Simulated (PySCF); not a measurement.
C6H9NO

Input

```
{"job": {"kind": "uv", "xc": "wB97X-D", "basis": "def2-SVPD", "nstates": 8, "ntriplets": 3}, "charge": 0, "multiplicity": 1}
C      2.817481     0.732668     0.208977
N      1.673484     0.894762    -0.285524
C      0.539477     0.328040     0.295543
C     -0.756315     1.112145     0.183683
C     -1.841998     0.080491     0.523225
C     -1.280166    -1.275767     0.070793
C      0.213396    -1.107966     0.233930
O      0.625083    -0.508065     1.431459
H      3.015395     0.165309     1.119506
H      3.654392     1.183742    -0.302096
H     -0.840170     1.470468    -0.842564
H     -0.771347     1.965920     0.859215
H     -2.791077     0.313503     0.044261
H     -1.992668     0.061730     1.602541
H     -1.670016    -2.100222     0.667038
H     -1.496086    -1.467218    -0.981470
H      0.894138    -1.837511    -0.188965
```

Command:

```sh
OMP_NUM_THREADS=1 python probes_run.py task.json out
```

Geometry: GFN2-xTB.

Computed with wB97X-D/def2-SVPD, SCF density, gas phase in PySCF 2.14.0.

What can the converged electron density and electron localisation function tell about the bonding?

C–N (1.26 Å): the density is about 2.9 e/Å³ at the midpoint; the ELF peaks at about 0.90 between the atoms; a short, multiple covalent bond.
C–O (1.41 Å): ρ is about 2 e/Å³ halfway, with its minimum of 1.7 e/Å³ about 0.5 Å from C; the ELF peaks at about 0.80 between the atoms; a shared but strongly polarised pair.
C–H (1.08 Å): ρ is about 2 e/Å³ halfway; the ELF climbs to about 1 towards the hydrogen, as it does in any bond to H; a covalent bond by its length.
C–N (1.39 Å): ρ at the midpoint is about 2.2 e/Å³; the ELF peaks at about 0.95 between the atoms; a covalent bond.

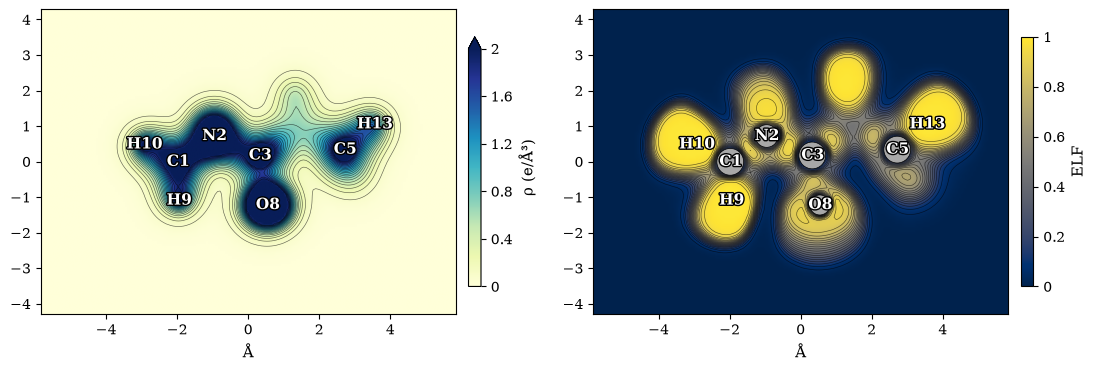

Computed electron density and electron localisation function on the plane of atoms N2, C1 and H10, in this order. Grey discs cover the atomic cores in the ELF map. 
